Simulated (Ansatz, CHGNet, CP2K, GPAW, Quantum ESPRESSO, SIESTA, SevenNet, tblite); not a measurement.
# Running random packing of B86H14 (at. %) (90 atoms) with tblite

Aim: run random packing of B86H14 (at. %) (90 atoms) in tblite and see how near its forces come to a plane-wave reference, and at what cost.

Main program and level: tblite 0.8.0; the method is named at each step.

## Step 1: Set-up

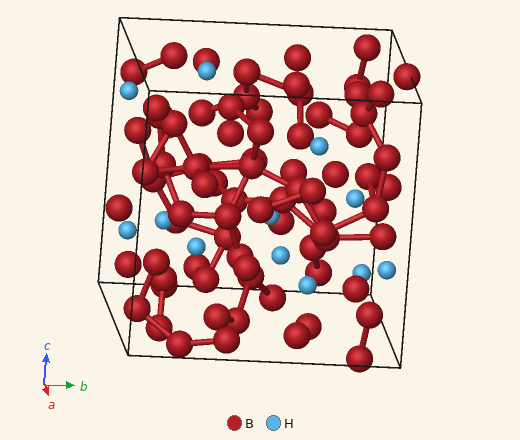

Start, viewed slightly off an axis; boron red, hydrogen blue. Bonds to atoms that aren't drawn are left out. Some periodic images of atoms are drawn too.

The cell holds 90 atoms: 77 B and 13 H. Its edges and angles: a = 8.907 Å, b = 8.907 Å, c = 8.907 Å, α = 90.0°, β = 90.0°, γ = 90.0°. 90 atoms (77 B, 13 H) packed at random in a cube at 1.99 g/cm³ and pushed apart as soft spheres; a start for melting by ab initio MD, not an equilibrated structure. Then every atom was moved at random, 0.02 Å r.m.s. a Cartesian component (hydrogen 0.6 of that).

The yardstick, on the same geometry:

| Item | Value |
| --- | --- |
| method | Kohn-Sham DFT, PBE, PAW, plane waves (Ansatz 0.2.0); cutoff 420 eV, Γ point, fermi-dirac smearing of 0.05 eV; PAW set soft_2 |
| r.m.s. force component | 1.085 eV/Å |
| longest force | 4.111 eV/Å |
| pressure | -14.43 GPa |
| SCF cycles | 8 |
| time | 5.1 s on 4 threads of Arm Neoverse V1, shared host |
| CPU time | 19 s |

## Step 2: GFN1-xTB

Method: GFN1-xTB tight binding, diagonalisation.

run.py

```python
import numpy as np
from ase.io import read
from tblite.ase import TBLite

atoms = read("structure.xyz")
atoms.calc = TBLite(method="GFN1-xTB", electronic_temperature=580, accuracy=1.0, max_iterations=250, mixer_damping=0.1, verbosity=1)
energy = atoms.get_potential_energy()
forces = atoms.get_forces()
print(f"energy {energy:.6f} eV")
print("forces (eV/A)")
for i, (a, f) in enumerate(zip(atoms, forces)):
    print(f"{i:4d} {a.symbol:2s} {f[0]:10.5f} {f[1]:10.5f} {f[2]:10.5f}")
stress = -atoms.get_stress(voigt=False) * 160.21766
print("stress (GPa, compression positive)")
for row in stress:
    print(" ".join(f"{x:10.4f}" for x in row))
print("charges (e)")
print(np.array2string(atoms.get_charges(), precision=4, suppress_small=True, max_line_width=110, threshold=100000))
```

structure.xyz

```xyz
90
Lattice="8.90670 0.00000 0.00000 0.00000 8.90670 0.00000 0.00000 0.00000 8.90670" Properties=species:S:1:pos:R:3 pbc="T T T"
B 7.78775 0.82672 2.86689
B 6.16272 1.72398 4.08283
B 5.98797 7.62503 1.78838
B 0.01496 3.16927 0.66765
B 6.39082 3.71739 2.79697
B 8.56361 0.32305 8.24297
B 5.55457 3.87441 0.42191
B 6.67245 3.82311 5.94602
B 8.10813 7.65433 0.02850
B 7.07459 3.12625 4.32242
B 8.66898 3.96651 5.02436
B 6.42342 1.26644 0.30016
B 5.80138 1.36130 1.79114
B 6.07544 7.73191 5.60205
B 1.54273 2.73658 6.25473
B 1.80218 1.63714 8.20102
B 7.02480 1.13391 7.33039
B 6.08942 6.51792 3.48564
B 4.13262 4.41149 1.55680
B 6.58855 5.08394 8.69739
B 0.21759 2.91240 7.63260
B 3.07718 6.49779 2.32990
B 1.07958 0.46725 7.39292
B 7.76940 8.06858 6.71841
B 3.36566 5.63580 4.89815
B 2.02636 0.66177 1.19519
B 6.20503 8.33997 3.64560
B 6.87882 7.31365 7.92358
B 7.64462 6.20583 4.06911
B 4.31663 6.57573 3.88136
B 6.18597 3.06471 7.75836
B 5.39025 5.09410 4.50572
B 8.39234 5.52011 0.78459
B 1.31294 5.73449 8.19114
B 7.75827 7.83300 4.98579
B 4.51881 3.63669 4.16575
B 5.34651 8.81790 8.81434
B 1.19608 3.93079 2.04525
B 2.07410 0.21287 3.08118
B 8.85789 5.58931 5.77697
B 6.97065 3.04859 0.90385
B 7.25308 0.30826 5.72915
B 5.35934 0.87010 7.13756
B 7.35800 5.34420 5.39782
B 8.65099 7.79354 1.65700
B 1.38223 4.57662 4.67673
B 2.88283 5.34259 0.52995
B 1.87050 3.24872 0.76820
B 1.39532 7.25834 4.36348
B 4.14179 8.65054 4.75164
B 0.54019 5.71534 2.46751
B 4.41648 7.38855 7.88884
B 5.29494 5.51307 6.64404
B 6.92104 1.98138 5.87361
B 4.04035 3.39595 6.29027
B 2.30185 6.45005 6.57243
[... 30 atom lines left out ...]
H 5.40494 5.16384 2.64244
H 2.89486 8.17599 1.49321
H 7.83273 5.82471 7.01759
H 3.72407 4.95017 3.50176
```

Command:

```sh
$ OMP_NUM_THREADS=1 python run.py > output.txt
```

The log of the run:

```text
------------------------------------------------------------
  cycle        total energy    energy error   density error
------------------------------------------------------------
      1     -111.6182124477  -1.1211701E+02   7.5000221E-01
      2     -111.9311510770  -3.1293863E-01   6.7539433E-01
      3     -111.6022846377   3.2886644E-01   2.3399975E-01
      4     -111.8352664803  -2.3298184E-01   7.6959917E-02
      5     -111.9691596361  -1.3389316E-01   2.6935336E-02
      6     -111.9773734480  -8.2138120E-03   1.6572939E-02
      7     -111.9798747069  -2.5012589E-03   4.7960684E-03
      8     -111.9800520148  -1.7730786E-04   2.5650328E-03
      9     -111.9801246213  -7.2606550E-05   1.2168084E-03
     10     -111.9801322150  -7.5936363E-06   6.9537601E-04
     11     -111.9801356054  -3.3904536E-06   2.8245031E-04
     12     -111.9801361953  -5.8990530E-07   1.2362583E-04
     13     -111.9801362516  -5.6257534E-08   7.6227599E-05
     14     -111.9801362723  -2.0686144E-08   3.8839102E-05
     15     -111.9801362763  -4.0475641E-09   2.2718967E-05
     16     -111.9801362775  -1.1652759E-09   1.5094787E-05
------------------------------------------------------------
 total:                                   1.834 sec
energy -3047.134715 eV
forces (eV/A)
   0 B    -0.45742   -1.15019    0.80728
   1 B     0.23375   -0.65241    0.29480
   2 B    -0.83017   -0.28220    0.00101
   3 B    -0.79773   -0.46466   -0.62786
   4 B     0.86934   -0.69161   -0.21190
   5 B    -1.39771    1.38284    0.00336
   6 B    -0.23097    1.33941   -0.90472
   7 B    -0.14870    0.61553    1.07918
   8 B     0.72117    0.78240    2.36264
   9 B     0.15720    0.58913   -1.03647
  10 B    -0.35428   -2.31884   -3.01092
  11 B    -0.80186   -0.61989    0.47193
  12 B    -2.45162    0.81567    1.61853
  13 B    -0.62952   -0.05048   -0.70671
  14 B    -0.19408   -0.17254    0.88838
  15 B     0.56705    0.70308    0.67357
  16 B    -0.73794    0.15654    1.18787
  17 B    -0.00220    0.20886   -1.92634
  18 B     1.03108    0.89179   -2.39095
  19 B     0.91106    1.83742    0.43115
  20 B    -0.98517    0.84394   -0.27196
  21 B     0.41094    0.66609   -0.70499
  22 B     1.28404   -0.34669   -0.45532
  23 B     0.20195   -2.15924    1.31261
[...]
82 H    -0.30753   -1.23995    1.22102
  83 H    -0.10776    0.59106   -0.03812
  84 H     0.05793    1.89172   -0.18716
  85 H     1.11103   -0.20307   -1.03272
  86 H     0.49452   -1.75783   -1.27005
  87 H     0.01979   -0.72971    0.19181
  88 H     0.03857   -0.02450   -0.43397
  89 H    -0.62092   -0.95023   -0.14380
stress (GPa, compression positive)
    1.0096    -4.1562     1.3644
   -4.1562     3.2064    -2.3471
    1.3644    -2.3471     4.0908
charges (e)
[-0.0662 -0.018  -0.0065 -0.0014 -0.0192  0.0393 -0.0379 -0.0146 -0.0516 -0.0136  0.0674  0.036   0.0767
  0.0188  0.0687  0.0141 -0.0157  0.0504 -0.0485 -0.0729 -0.0243  0.0314 -0.0304  0.0163 -0.0192 -0.0608
  0.0499 -0.0771 -0.0854 -0.0022  0.0677  0.1027 -0.0324 -0.0495 -0.0539 -0.0313 -0.0301 -0.0062 -0.052
  0.0341  0.0383  0.0696 -0.0007  0.058   0.009  -0.0245 -0.0061  0.0135  0.0089 -0.057  -0.0848  0.046
 -0.0469  0.0891 -0.0373  0.0025  0.0527 -0.0002 -0.0439  0.0089 -0.0954  0.034   0.0414  0.02    0.0348
  0.083  -0.0633  0.0541  0.0268 -0.0104 -0.023   0.0158  0.0584 -0.019   0.0398  0.022  -0.0165 -0.0771
 -0.0165 -0.0576 -0.0546  0.0025 -0.0742 -0.0131  0.0584  0.0954 -0.0109  0.0193  0.0465  0.0318]
```

It took 2.4 s on 1 thread of Arm Neoverse V1, shared host; peak memory 0.11 GiB.

Banners, paths, timers and routine set-up lines are dropped from the logs unmarked, and long logs keep their key lines alone; longer cuts are marked.

Numbers from this run, and their distance from the reference:

| Quantity | Value |
| --- | --- |
| r.m.s. force component | 1.165 eV/Å |
| r.m.s. difference of force components | 656.6 meV/Å |
| longest difference of force vectors | 2836 meV/Å |
| force difference over r.m.s. force | 60.5 % |
| slope of forces against the reference's | 0.8937 |
| correlation of force components | 0.8321 |
| pressure | 2.769 GPa |
| pressure difference | 17.2 GPa |

Length of the force difference by element (eV/Å):

```
element  atoms  mean  most
      B     77   1.1   2.8
      H     13  0.62   1.1
```

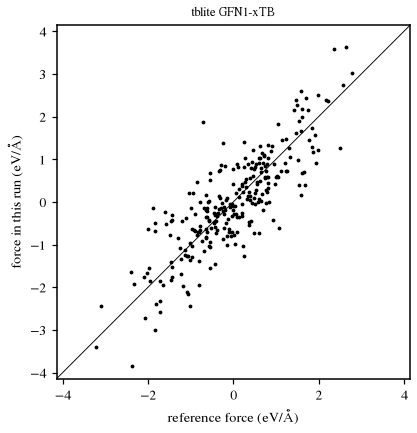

Force components against those of the reference; the line marks equality.

A closer look about B59, picked at random: 14 atoms, nearest first, numbered in the order of the input, with positions taken from that point.

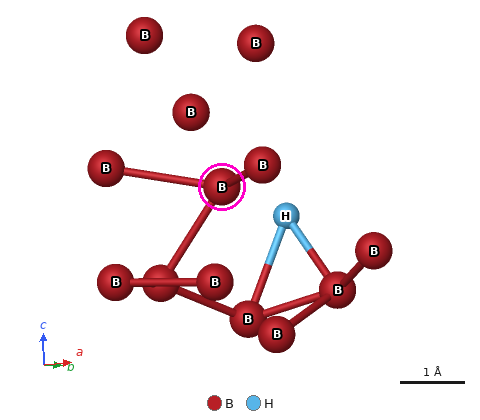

The atoms of the table, within 2.7 Å (arrows a, b, c point along x, y, z); some may hide others; the central atom is ringed.

```
atom      x      y      z  distance (Å)  Mulliken charge (e)     Fx     Fy  Fz (eV/Å)
 B59   0.00   0.00   0.00          0.00                -0.04  -1.85   0.06       1.04
 B21   1.31  -0.96   0.23          1.65                -0.02  -0.99   0.84      -0.27
 B31  -1.62  -0.81   0.35          1.85                 0.07   0.81   0.79      -0.50
  B8  -1.14  -0.05  -1.46          1.85                -0.01  -0.15   0.62       1.08
 H89   0.02   1.95  -0.39          1.99                 0.05   0.04  -0.02      -0.43
 B20  -1.22   1.21   1.29          2.15                -0.07   0.91   1.84       0.43
 B44  -0.45   1.47  -2.01          2.53                 0.06  -1.75  -2.43       0.41
 B11   0.86   0.09  -2.38          2.53                 0.07  -0.35  -2.32      -3.01
  B4   1.11  -0.71   2.17          2.54                 0.00  -0.80  -0.46      -0.63
 B71   0.86  -1.79  -1.62          2.57                -0.02   0.73   1.17       1.14
 B40   1.05   1.71  -1.63          2.59                 0.03   2.26  -0.25       2.39
 B54  -0.89  -1.89  -1.53          2.59                 0.09   1.87  -0.20      -1.65
 B58   2.28   0.77  -1.12          2.65                 0.00  -0.27   2.60       1.26
 B41  -0.84  -0.83   2.41          2.68                 0.04  -1.36   0.73       2.15
```

Atoms are counted from 1 here, from 0 in the log.

Forces lie 61 % from the reference's, at 0.13 times its CPU time (on 1 against 4 cores).

Further runs of this program without a result: tblite GFN2-xTB (not converged).

## Step 3: Outcome

```yaml
force_difference_from_the_reference: tblite GFN1-xTB, 61 %
its_cpu_time: 2.4 s
```

In words: Tight binding differs by 61 % (tblite GFN1-xTB); it is another model, with fitted parameters of its own, and the xTB methods hold dispersion. One electronic-structure run takes under half the reference's CPU time: tblite GFN1-xTB, at 61 % in 2.4 s against 19 s, too far off to be of use; its pressure misses by +17.2 GPa. Periodic xTB results under one method name differ between programs and library versions. The reference's pressure of -14 GPa belongs to a cell and atoms that aren't relaxed at this level. The electronic-structure runs sample only Γ, in a cell whose shortest periodic width is 9 Å, which is coarse for a cell with partly filled levels.

[Also dropped from logs without a mark: logging warnings of Python, and SIESTA's first energy breakdown and zero terms.]

[Logs are printed without paths, hosts, clocks, repeated set-up lines and the standing remarks that a program may print on its own settings, such as how far it seeks lower states.]

[Hosts, paths, dates, database ids (printed as entryN), source tags and the programs' standing remarks are cut or masked in the printed files.]
